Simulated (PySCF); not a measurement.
# CH4N2OSi: NMR shifts at several levels of theory

How much do the NMR shifts of CH4N2OSi (`N#C[Si@H](N)O`) depend on the level of theory, and what does each level cost?

The runs use PySCF 2.14.0, with density-fitted response routines of our own; the level of theory stands in each step. All values are computed, except where a source is named. Atoms are numbered from 0 throughout.

## Step 1: The molecule as given

9 atoms, charge 0, multiplicity 1; geometry from: PBE0-D3(BJ)/def2-SVP.

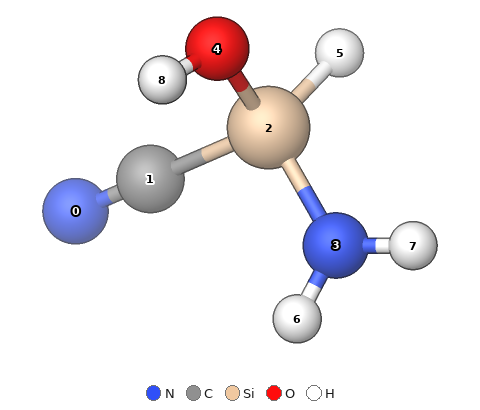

As it starts; nitrogen blue, carbon grey, silicon light orange, oxygen red, hydrogen white, atoms numbered.

## Step 2: Nuclear shieldings: HF/pcSseg-2

Job settings and geometry (Å):

```
{"job": {"kind": "nmr", "xc": "HF", "basis": "pcSseg-2", "pop": false}, "charge": 0, "multiplicity": 1}
N      2.717546    -0.146603    -0.786171
C      1.685351    -0.032180    -0.270061
Si     0.003191     0.185099     0.514907
N     -0.914027    -1.078276    -0.170726
O     -0.474914     1.747001     0.247530
H      0.083046     0.072289     1.985112
H     -0.727383    -1.456177    -1.091101
H     -1.810879    -1.368629     0.198390
H     -0.504257     2.060853    -0.661431
```

Method: GIAO HF/pcSseg-2 NMR shielding, non-relativistic, gas phase.

Started as:

```sh
$ OMP_NUM_THREADS=1 python probes_run.py task.json out
```

The driver reads the jobs from task.json and runs them one after another.

The program printed:

```text
final grid: 77816 points
cycle   1  E = -512.9730908999  dE =  4.633e-01  |g| = 6.724e-01  |ddm| = 2.234e+00
cycle   2  E = -513.0397150314  dE = -6.662e-02  |g| = 4.939e-01  |ddm| = 5.927e-01
cycle   3  E = -513.0853086573  dE = -4.559e-02  |g| = 8.325e-02  |ddm| = 2.794e-01
cycle   4  E = -513.0873303123  dE = -2.022e-03  |g| = 3.995e-02  |ddm| = 7.471e-02
cycle   5  E = -513.0876792193  dE = -3.489e-04  |g| = 7.450e-03  |ddm| = 2.926e-02
cycle   6  E = -513.0877008694  dE = -2.165e-05  |g| = 2.622e-03  |ddm| = 8.414e-03
cycle   7  E = -513.0877035818  dE = -2.712e-06  |g| = 9.601e-04  |ddm| = 3.164e-03
cycle   8  E = -513.0877040260  dE = -4.442e-07  |g| = 4.005e-04  |ddm| = 9.756e-04
cycle   9  E = -513.0877041676  dE = -1.415e-07  |g| = 1.865e-04  |ddm| = 4.829e-04
cycle  10  E = -513.0877042239  dE = -5.634e-08  |g| = 9.150e-05  |ddm| = 3.161e-04
cycle  11  E = -513.0877042394  dE = -1.550e-08  |g| = 2.271e-05  |ddm| = 2.194e-04
cycle  12  E = -513.0877042401  dE = -6.955e-10  |g| = 8.284e-06  |ddm| = 5.163e-05
converged SCF energy = -513.0877042401

GIAO shielding tensors (ppm)
atom      isotropic    diamagn.    paramagn.     s11        s22        s33       span
  0 N     -103.105     330.424    -433.529   -319.839   -289.075    299.599    619.438
  1 C       55.141     268.647    -213.507    -66.790    -61.665    293.877    360.668
  2 Si     440.665     871.672    -431.006    384.164    464.769    473.063     88.899
  3 N      235.053     319.866     -84.813    211.990    229.396    263.772     51.783
  4 O      272.685     386.405    -113.720    235.254    279.758    303.044     67.790
  5 H       27.467      28.207      -0.740     24.208     25.331     32.862      8.655
  6 H       29.844      31.798      -1.953     23.421     26.203     39.909     16.488
  7 H       30.087      30.697      -0.610     23.574     25.254     41.434     17.861
  8 H       29.480      31.377      -1.897     22.314     24.158     41.968     19.654
```

Run time: 11 s. Hardware: 1 thread of Arm Neoverse V2, shared host; peak memory 0.92 GiB.

Shifts follow as δ = σ(reference) − σ, with reference shieldings (ppm) from runs at the same level and on the same kind of geometry: 1H TMS 31.68, 13C TMS 191.5, 29Si TMS 383.0, 15N NH3 260.7, 17O H2O 326.3. The references are single molecules in the gas phase, so shifts against H2O, NH3, PH3, H3PO4 or CFCl3 are not on the usual liquid scales and can be off by tens of ppm. Atoms listed in one row are averaged.

```tsv
atoms	environment	σ (ppm)	δ (ppm)
C1	nitrile carbon	55.1	136.3
H5	hydrogen on a silicon bonded to C, N, O	27.47	4.21
H8	hydrogen on an oxygen bonded to Si	29.48	2.20
H6, H7	hydrogen on a nitrogen bonded to Si	29.97	1.72
N0	nitrile nitrogen	-103.1	363.9
N3	nitrogen bonded to Si, 2 H	235.1	25.7
Si2	silicon bonded to C, N, O, H	440.7	-57.7
O4	oxygen bonded to Si, H	272.7	53.6
```

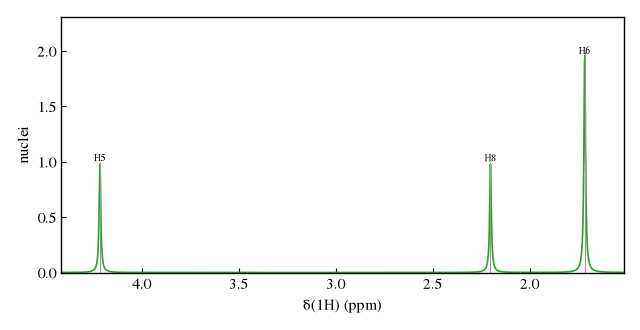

1H lines at the computed shifts, without couplings. Lines are broadened to a width of 0.01 ppm (Lorentzian).

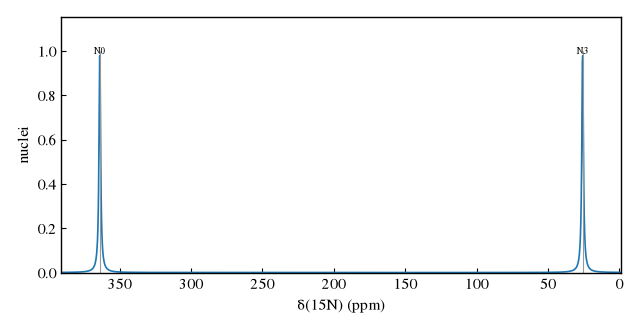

15N lines at the computed shifts, without couplings. Lines are broadened to a width of 1 ppm (Lorentzian).

## Step 3: Nuclear shieldings: LDA/pcSseg-2

Settings changed since step 2:

```diff
@@ -1,2 +1,2 @@
-{"job": {"kind": "nmr", "xc": "HF", "basis": "pcSseg-2", "pop": false}, "charge": 0, "multiplicity": 1}
+{"job": {"kind": "nmr", "xc": "LDA", "basis": "pcSseg-2", "pop": false}, "charge": 0, "multiplicity": 1}
 N      2.717546    -0.146603    -0.786171
```

Method: GIAO LDA/pcSseg-2 NMR shielding, non-relativistic, gas phase.

The program printed:

```text
coarse grid: 8400 points
cycle   1  E = -511.8021611661  dE =  5.104e-01  |g| = 1.007e+00  |ddm| = 2.392e+00
cycle   2  E = -510.9855681216  dE =  8.166e-01  |g| = 2.221e+00  |ddm| = 2.530e+00
cycle   3  E = -511.9533545203  dE = -9.678e-01  |g| = 3.920e-01  |ddm| = 2.172e+00
cycle   4  E = -511.9742586483  dE = -2.090e-02  |g| = 2.456e-01  |ddm| = 2.866e-01
cycle   5  E = -511.9845318083  dE = -1.027e-02  |g| = 1.224e-01  |ddm| = 1.683e-01
cycle   6  E = -511.9874842819  dE = -2.952e-03  |g| = 3.236e-02  |ddm| = 7.164e-02
cycle   7  E = -511.9877018688  dE = -2.176e-04  |g| = 8.302e-03  |ddm| = 2.626e-02
cycle   8  E = -511.9877169779  dE = -1.511e-05  |g| = 1.506e-03  |ddm| = 6.477e-03
cycle   9  E = -511.9877175375  dE = -5.596e-07  |g| = 3.872e-04  |ddm| = 1.698e-03
final grid: 77816 points
cycle  10  E = -511.9857135348  dE = -4.660e-05  |g| = 5.468e-03  |ddm| = 2.303e-02
cycle  11  E = -511.9856968425  dE =  1.669e-05  |g| = 1.069e-02  |ddm| = 8.212e-03
cycle  12  E = -511.9857172292  dE = -2.039e-05  |g| = 2.627e-03  |ddm| = 6.333e-03
cycle  13  E = -511.9857184786  dE = -1.249e-06  |g| = 1.099e-03  |ddm| = 1.517e-03
cycle  14  E = -511.9857187185  dE = -2.400e-07  |g| = 1.941e-04  |ddm| = 6.204e-04
cycle  15  E = -511.9857187260  dE = -7.484e-09  |g| = 7.300e-05  |ddm| = 1.606e-04
cycle  16  E = -511.9857187270  dE = -9.892e-10  |g| = 1.227e-05  |ddm| = 4.895e-05
converged SCF energy = -511.9857187270

GIAO shielding tensors (ppm)
atom      isotropic    diamagn.    paramagn.     s11        s22        s33       span
  0 N      -97.444     332.216    -429.660   -307.536   -273.946    289.151    596.688
  1 C       48.350     264.560    -216.210    -72.951    -67.298    285.299    358.249
  2 Si     363.101     876.499    -513.399    291.767    392.294    405.241    113.474
  3 N      211.156     319.594    -108.438    167.489    214.378    251.601     84.112
  4 O      233.462     385.197    -151.735    174.379    252.344    273.663     99.285
  5 H       25.709      27.579      -1.870     22.475     23.886     30.767      8.291
  6 H       28.815      31.447      -2.632     23.410     25.226     37.809     14.399
  7 H       29.107      30.261      -1.154     23.542     24.591     39.187     15.645
  8 H       28.712      31.229      -2.517     22.787     24.015     39.334     16.546
```

Run time: 21 s. Hardware: 1 thread of Arm Neoverse V2, shared host; peak memory 0.8 GiB.

This run: δ C1 131.9, N0 364.1, N3 55.5, Si2 -60.0, H5 5.06, H8 2.06 ppm.

## Step 4: Shielding tensors: PBE/pcSseg-2

Settings changed since step 3:

```diff
@@ -1,2 +1,2 @@
-{"job": {"kind": "nmr", "xc": "LDA", "basis": "pcSseg-2", "pop": false}, "charge": 0, "multiplicity": 1}
+{"job": {"kind": "nmr", "xc": "PBE", "basis": "pcSseg-2", "pop": false}, "charge": 0, "multiplicity": 1}
 N      2.717546    -0.146603    -0.786171
```

Method: GIAO PBE/pcSseg-2 NMR shielding, non-relativistic, gas phase.

The program printed:

```text
coarse grid: 8400 points
cycle   1  E = -514.3255019034  dE =  5.249e-01  |g| = 1.004e+00  |ddm| = 2.308e+00
cycle   2  E = -513.5348316037  dE =  7.907e-01  |g| = 2.182e+00  |ddm| = 2.482e+00
cycle   3  E = -514.4754981315  dE = -9.407e-01  |g| = 4.038e-01  |ddm| = 2.115e+00
cycle   4  E = -514.4989499781  dE = -2.345e-02  |g| = 2.433e-01  |ddm| = 2.859e-01
cycle   5  E = -514.5093985429  dE = -1.045e-02  |g| = 1.152e-01  |ddm| = 1.710e-01
cycle   6  E = -514.5120411319  dE = -2.643e-03  |g| = 2.955e-02  |ddm| = 6.998e-02
cycle   7  E = -514.5122287565  dE = -1.876e-04  |g| = 7.129e-03  |ddm| = 2.460e-02
cycle   8  E = -514.5122401446  dE = -1.139e-05  |g| = 1.308e-03  |ddm| = 5.766e-03
cycle   9  E = -514.5122405873  dE = -4.427e-07  |g| = 3.321e-04  |ddm| = 1.563e-03
final grid: 77816 points
cycle  10  E = -514.5192498634  dE = -6.811e-05  |g| = 1.104e-02  |ddm| = 3.228e-02
cycle  11  E = -514.5191726335  dE =  7.723e-05  |g| = 2.232e-02  |ddm| = 1.972e-02
cycle  12  E = -514.5192727710  dE = -1.001e-04  |g| = 2.852e-03  |ddm| = 1.389e-02
cycle  13  E = -514.5192740990  dE = -1.328e-06  |g| = 1.433e-03  |ddm| = 2.186e-03
cycle  14  E = -514.5192744779  dE = -3.789e-07  |g| = 5.616e-04  |ddm| = 8.840e-04
cycle  15  E = -514.5192745413  dE = -6.341e-08  |g| = 1.446e-04  |ddm| = 3.153e-04
cycle  16  E = -514.5192745453  dE = -4.051e-09  |g| = 2.636e-05  |ddm| = 1.034e-04
cycle  17  E = -514.5192745455  dE = -1.346e-10  |g| = 6.894e-06  |ddm| = 2.494e-05
converged SCF energy = -514.5192745455

GIAO shielding tensors (ppm)
atom      isotropic    diamagn.    paramagn.     s11        s22        s33       span
  0 N      -88.436     333.288    -421.724   -295.423   -262.387    292.501    587.925
  1 C       52.635     263.982    -211.347    -66.638    -61.027    285.570    352.208
  2 Si     385.445     876.107    -490.662    317.812    414.490    424.034    106.221
  3 N      212.704     319.163    -106.459    174.403    212.123    251.586     77.183
  4 O      236.526     384.944    -148.418    182.350    253.338    273.889     91.539
  5 H       26.387      28.288      -1.900     23.174     24.555     31.434      8.260
  6 H       29.361      31.838      -2.477     23.945     25.931     38.208     14.263
  7 H       29.650      30.657      -1.007     24.097     25.266     39.587     15.491
  8 H       29.357      31.729      -2.372     23.483     24.728     39.860     16.377
```

Run time: 26 s. Hardware: 1 thread of Arm Neoverse V2, shared host; peak memory 0.74 GiB.

This run: δ C1 126.8, N0 349.5, N3 48.3, Si2 -62.0, H5 4.79, H8 1.82 ppm.

## Step 5: NMR shieldings: BLYP/pcSseg-2

Settings changed since step 4:

```diff
@@ -1,2 +1,2 @@
-{"job": {"kind": "nmr", "xc": "PBE", "basis": "pcSseg-2", "pop": false}, "charge": 0, "multiplicity": 1}
+{"job": {"kind": "nmr", "xc": "BLYP", "basis": "pcSseg-2", "pop": false}, "charge": 0, "multiplicity": 1}
 N      2.717546    -0.146603    -0.786171
```

With the program's defaults for keys left out, this is: GIAO BLYP/pcSseg-2 NMR shielding, non-relativistic, gas phase.

The program printed:

```text
coarse grid: 8400 points
cycle   1  E = -514.6548129774  dE =  5.450e-01  |g| = 1.085e+00  |ddm| = 2.308e+00
cycle   2  E = -513.6765860912  dE =  9.782e-01  |g| = 2.399e+00  |ddm| = 2.797e+00
cycle   3  E = -514.8275881675  dE = -1.151e+00  |g| = 4.351e-01  |ddm| = 2.418e+00
cycle   4  E = -514.8531561885  dE = -2.557e-02  |g| = 2.760e-01  |ddm| = 3.142e-01
cycle   5  E = -514.8662165890  dE = -1.306e-02  |g| = 1.358e-01  |ddm| = 1.954e-01
cycle   6  E = -514.8699071871  dE = -3.691e-03  |g| = 3.292e-02  |ddm| = 8.096e-02
cycle   7  E = -514.8701360858  dE = -2.289e-04  |g| = 8.471e-03  |ddm| = 2.729e-02
cycle   8  E = -514.8701522678  dE = -1.618e-05  |g| = 1.444e-03  |ddm| = 6.807e-03
cycle   9  E = -514.8701528067  dE = -5.389e-07  |g| = 3.695e-04  |ddm| = 1.783e-03
final grid: 77816 points
cycle  10  E = -514.8807915759  dE = -5.798e-05  |g| = 7.051e-03  |ddm| = 2.783e-02
cycle  11  E = -514.8807677323  dE =  2.384e-05  |g| = 1.269e-02  |ddm| = 1.159e-02
cycle  12  E = -514.8808001956  dE = -3.246e-05  |g| = 2.464e-03  |ddm| = 7.870e-03
cycle  13  E = -514.8808010855  dE = -8.899e-07  |g| = 1.434e-03  |ddm| = 1.895e-03
cycle  14  E = -514.8808014993  dE = -4.138e-07  |g| = 3.326e-04  |ddm| = 7.519e-04
cycle  15  E = -514.8808015224  dE = -2.302e-08  |g| = 1.140e-04  |ddm| = 2.402e-04
cycle  16  E = -514.8808015244  dE = -2.076e-09  |g| = 3.038e-05  |ddm| = 7.851e-05
cycle  17  E = -514.8808015246  dE = -1.683e-10  |g| = 6.240e-06  |ddm| = 2.466e-05
converged SCF energy = -514.8808015246

GIAO shielding tensors (ppm)
atom      isotropic    diamagn.    paramagn.     s11        s22        s33       span
  0 N      -89.545     332.125    -421.670   -297.296   -264.744    293.407    590.703
  1 C       49.945     263.215    -213.270    -70.819    -65.011    285.665    356.485
  2 Si     379.005     875.383    -496.378    311.886    408.121    417.009    105.123
  3 N      209.732     318.019    -108.287    172.428    206.964    249.805     77.376
  4 O      234.387     384.631    -150.244    181.753    249.329    272.080     90.326
  5 H       26.697      28.477      -1.780     23.492     24.866     31.733      8.242
  6 H       29.598      32.096      -2.498     24.267     26.301     38.226     13.960
  7 H       29.887      30.964      -1.077     24.425     25.605     39.631     15.206
  8 H       29.602      32.008      -2.406     23.816     25.037     39.952     16.136
```

Run time: 26 s. Hardware: 1 thread of Arm Neoverse V2, shared host; peak memory 0.74 GiB.

This run: δ C1 125.1, N0 347.1, N3 47.8, Si2 -69.3, H5 4.68, H8 1.77 ppm.

## Step 6: Nuclear shieldings: BP86/pcSseg-2

Settings changed since step 5:

```diff
@@ -1,2 +1,2 @@
-{"job": {"kind": "nmr", "xc": "BLYP", "basis": "pcSseg-2", "pop": false}, "charge": 0, "multiplicity": 1}
+{"job": {"kind": "nmr", "xc": "BP86", "basis": "pcSseg-2", "pop": false}, "charge": 0, "multiplicity": 1}
 N      2.717546    -0.146603    -0.786171
```

With the program's defaults for keys left out, this is: GIAO BP86/pcSseg-2 NMR shielding, non-relativistic, gas phase.

The program printed:

```text
coarse grid: 8400 points
cycle   1  E = -514.7571069029  dE =  5.274e-01  |g| = 1.012e+00  |ddm| = 2.304e+00
cycle   2  E = -513.9723181757  dE =  7.848e-01  |g| = 2.183e+00  |ddm| = 2.380e+00
cycle   3  E = -514.9072900862  dE = -9.350e-01  |g| = 4.147e-01  |ddm| = 2.027e+00
cycle   4  E = -514.9330319024  dE = -2.574e-02  |g| = 2.421e-01  |ddm| = 2.865e-01
cycle   5  E = -514.9437124038  dE = -1.068e-02  |g| = 1.097e-01  |ddm| = 1.664e-01
cycle   6  E = -514.9460805206  dE = -2.368e-03  |g| = 2.862e-02  |ddm| = 6.547e-02
cycle   7  E = -514.9462567303  dE = -1.762e-04  |g| = 7.074e-03  |ddm| = 2.346e-02
cycle   8  E = -514.9462677135  dE = -1.098e-05  |g| = 1.343e-03  |ddm| = 5.671e-03
cycle   9  E = -514.9462681611  dE = -4.476e-07  |g| = 3.453e-04  |ddm| = 1.528e-03
final grid: 77816 points
cycle  10  E = -514.9549623812  dE = -6.249e-05  |g| = 5.616e-03  |ddm| = 3.193e-02
cycle  11  E = -514.9549464651  dE =  1.592e-05  |g| = 1.023e-02  |ddm| = 8.365e-03
cycle  12  E = -514.9549675725  dE = -2.111e-05  |g| = 1.642e-03  |ddm| = 6.186e-03
cycle  13  E = -514.9549680384  dE = -4.659e-07  |g| = 1.223e-03  |ddm| = 1.414e-03
cycle  14  E = -514.9549680992  dE = -6.081e-08  |g| = 3.714e-04  |ddm| = 6.360e-04
cycle  15  E = -514.9549681276  dE = -2.840e-08  |g| = 1.024e-04  |ddm| = 2.210e-04
cycle  16  E = -514.9549681294  dE = -1.839e-09  |g| = 2.188e-05  |ddm| = 7.234e-05
cycle  17  E = -514.9549681295  dE = -1.000e-10  |g| = 3.792e-06  |ddm| = 2.016e-05
converged SCF energy = -514.9549681295

GIAO shielding tensors (ppm)
atom      isotropic    diamagn.    paramagn.     s11        s22        s33       span
  0 N      -87.495     331.069    -418.564   -294.160   -261.204    292.879    587.039
  1 C       53.242     264.441    -211.200    -65.780    -60.089    285.594    351.374
  2 Si     385.234     876.056    -490.822    317.863    414.177    423.663    105.800
  3 N      212.804     319.353    -106.549    175.224    212.266    250.922     75.698
  4 O      237.320     384.927    -147.607    183.829    254.004    274.126     90.298
  5 H       26.439      28.276      -1.836     23.224     24.605     31.489      8.266
  6 H       29.433      31.848      -2.415     24.010     26.052     38.237     14.227
  7 H       29.722      30.685      -0.962     24.174     25.367     39.627     15.453
  8 H       29.413      31.672      -2.260     23.524     24.802     39.911     16.387
```

It took 26 s on 1 thread of Arm Neoverse V2, shared host; peak memory 0.74 GiB.

This run: δ C1 125.9, N0 346.7, N3 46.4, Si2 -63.2, H5 4.79, H8 1.82 ppm.

## Step 7: Nuclear shieldings: OPBE/pcSseg-2

Settings changed since step 6:

```diff
@@ -1,2 +1,2 @@
-{"job": {"kind": "nmr", "xc": "BP86", "basis": "pcSseg-2", "pop": false}, "charge": 0, "multiplicity": 1}
+{"job": {"kind": "nmr", "xc": "OPBE", "basis": "pcSseg-2", "pop": false}, "charge": 0, "multiplicity": 1}
 N      2.717546    -0.146603    -0.786171
```

With the program's defaults for keys left out, this is: GIAO OPBE/pcSseg-2 NMR shielding, non-relativistic, gas phase.

The program printed:

```text
coarse grid: 8400 points
cycle   1  E = -514.5900742485  dE =  4.933e-01  |g| = 9.270e-01  |ddm| = 2.328e+00
cycle   2  E = -513.9800114163  dE =  6.101e-01  |g| = 1.929e+00  |ddm| = 2.175e+00
cycle   3  E = -514.7203272581  dE = -7.403e-01  |g| = 3.885e-01  |ddm| = 1.803e+00
cycle   4  E = -514.7443854176  dE = -2.406e-02  |g| = 2.162e-01  |ddm| = 2.657e-01
cycle   5  E = -514.7534573127  dE = -9.072e-03  |g| = 8.593e-02  |ddm| = 1.549e-01
cycle   6  E = -514.7549500684  dE = -1.493e-03  |g| = 2.274e-02  |ddm| = 5.812e-02
cycle   7  E = -514.7550650649  dE = -1.150e-04  |g| = 5.441e-03  |ddm| = 2.028e-02
cycle   8  E = -514.7550718458  dE = -6.781e-06  |g| = 1.089e-03  |ddm| = 4.902e-03
final grid: 77816 points
cycle   9  E = -514.7552366700  dE = -2.069e-04  |g| = 1.603e-02  |ddm| = 6.213e-02
cycle  10  E = -514.7550954186  dE =  1.413e-04  |g| = 3.099e-02  |ddm| = 2.749e-02
cycle  11  E = -514.7552786687  dE = -1.833e-04  |g| = 3.042e-03  |ddm| = 1.964e-02
cycle  12  E = -514.7552791658  dE = -4.971e-07  |g| = 2.366e-03  |ddm| = 3.005e-03
cycle  13  E = -514.7552803520  dE = -1.186e-06  |g| = 6.672e-04  |ddm| = 1.358e-03
cycle  14  E = -514.7552804532  dE = -1.012e-07  |g| = 7.538e-05  |ddm| = 4.023e-04
cycle  15  E = -514.7552804543  dE = -1.080e-09  |g| = 1.512e-05  |ddm| = 6.756e-05
cycle  16  E = -514.7552804544  dE = -3.888e-11  |g| = 8.309e-06  |ddm| = 1.682e-05
converged SCF energy = -514.7552804544

GIAO shielding tensors (ppm)
atom      isotropic    diamagn.    paramagn.     s11        s22        s33       span
  0 N      -75.554     338.385    -413.939   -277.143   -245.537    296.019    573.162
  1 C       60.064     265.044    -204.980    -55.146    -50.096    285.433    340.579
  2 Si     411.065     877.139    -466.074    346.595    438.989    447.612    101.017
  3 N      220.218     320.485    -100.267    186.870    218.210    255.573     68.703
  4 O      247.189     385.712    -138.523    197.294    262.957    281.316     84.021
  5 H       26.528      28.603      -2.075     23.336     24.688     31.560      8.223
  6 H       29.429      31.757      -2.329     23.790     25.942     38.554     14.764
  7 H       29.719      30.502      -0.783     23.970     25.309     39.879     15.909
  8 H       29.393      31.711      -2.318     23.293     24.673     40.213     16.920
```

Run time: 25 s. Hardware: 1 thread of Arm Neoverse V2, shared host; peak memory 0.74 GiB.

Key values: δ C1 124.4, N0 338.4, N3 42.6, Si2 -55.5, H5 4.67, H8 1.81 ppm.

## Step 8: NMR shieldings: KT2/pcSseg-2

Settings changed since step 7:

```diff
@@ -1,2 +1,2 @@
-{"job": {"kind": "nmr", "xc": "OPBE", "basis": "pcSseg-2", "pop": false}, "charge": 0, "multiplicity": 1}
+{"job": {"kind": "nmr", "xc": "KT2", "basis": "pcSseg-2", "pop": false}, "charge": 0, "multiplicity": 1}
 N      2.717546    -0.146603    -0.786171
```

Level: GIAO KT2/pcSseg-2 NMR shielding, non-relativistic, gas phase.

The program printed:

```text
coarse grid: 8400 points
cycle   1  E = -520.7536412934  dE =  5.478e-01  |g| = 1.005e+00  |ddm| = 2.277e+00
cycle   2  E = -519.9241909753  dE =  8.295e-01  |g| = 2.181e+00  |ddm| = 2.580e+00
cycle   3  E = -520.9139666352  dE = -9.898e-01  |g| = 3.855e-01  |ddm| = 2.211e+00
cycle   4  E = -520.9360329711  dE = -2.207e-02  |g| = 2.392e-01  |ddm| = 3.055e-01
cycle   5  E = -520.9466115327  dE = -1.058e-02  |g| = 1.126e-01  |ddm| = 1.727e-01
cycle   6  E = -520.9492985356  dE = -2.687e-03  |g| = 2.572e-02  |ddm| = 6.982e-02
cycle   7  E = -520.9494450571  dE = -1.465e-04  |g| = 7.181e-03  |ddm| = 2.384e-02
cycle   8  E = -520.9494569283  dE = -1.187e-05  |g| = 1.296e-03  |ddm| = 6.574e-03
cycle   9  E = -520.9494573613  dE = -4.330e-07  |g| = 4.235e-04  |ddm| = 1.749e-03
final grid: 77816 points
cycle  10  E = -520.9760070470  dE = -3.089e-04  |g| = 1.393e-02  |ddm| = 1.107e-01
cycle  11  E = -520.9759616944  dE =  4.535e-05  |g| = 1.825e-02  |ddm| = 1.887e-02
cycle  12  E = -520.9760005248  dE = -3.883e-05  |g| = 1.168e-02  |ddm| = 1.511e-02
cycle  13  E = -520.9760301058  dE = -2.958e-05  |g| = 2.431e-03  |ddm| = 5.772e-03
cycle  14  E = -520.9760313096  dE = -1.204e-06  |g| = 5.595e-04  |ddm| = 1.495e-03
cycle  15  E = -520.9760313840  dE = -7.440e-08  |g| = 1.101e-04  |ddm| = 5.198e-04
cycle  16  E = -520.9760313869  dE = -2.880e-09  |g| = 1.270e-05  |ddm| = 9.143e-05
cycle  17  E = -520.9760313869  dE = -2.569e-11  |g| = 8.054e-06  |ddm| = 1.362e-05
converged SCF energy = -520.9760313869

GIAO shielding tensors (ppm)
atom      isotropic    diamagn.    paramagn.     s11        s22        s33       span
  0 N      -68.077     327.823    -395.900   -264.877   -232.757    293.404    558.282
  1 C       64.923     264.590    -199.667    -48.633    -42.587    285.988    334.622
  2 Si     410.221     877.804    -467.583    345.105    439.038    446.520    101.415
  3 N      213.499     319.291    -105.792    174.795    214.007    251.694     76.900
  4 O      234.108     384.669    -150.561    178.745    251.415    272.165     93.419
  5 H       26.372      28.072      -1.701     23.142     24.476     31.497      8.355
  6 H       29.279      31.811      -2.532     23.825     25.806     38.205     14.379
  7 H       29.559      30.610      -1.051     23.976     25.112     39.588     15.613
  8 H       29.292      31.578      -2.286     23.469     24.655     39.753     16.284
```

It took 26 s on 1 thread of Arm Neoverse V2, shared host; peak memory 0.74 GiB.

This run: δ C1 117.4, N0 328.2, N3 46.6, Si2 -59.2, H5 4.81, H8 1.88 ppm.

(Part 1 of 2 ends here.)
